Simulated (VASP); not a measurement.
Energy against volume of YN (rock salt). Method: HSEsol screened hybrid, VASP's PBE PAW potentials (set 64) (plane waves; VASP).

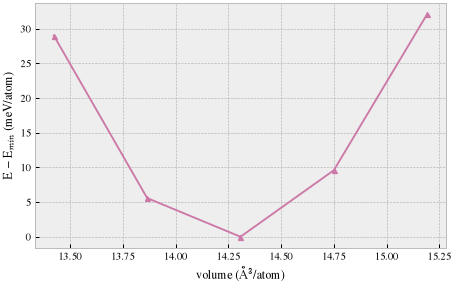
Figure: Energy against volume

Task: Estimate the equilibrium volume and the bulk modulus.

Result: The minimum lies near 14.2 Å³/atom, and the curvature gives B0 of about 180 GPa.

Measured: a 4.877 Å (computed value off by -0.6 %), as given by G. Soto et al., Computational Materials Science (2007), arXiv:cond-mat/0703568. The calculation is for a static lattice, while the measured a holds thermal and zero-point effects, which are part of the difference.

The compound is YN in the rock salt structure. It was relaxed first. The cell's shape comes from a PBE relaxation.
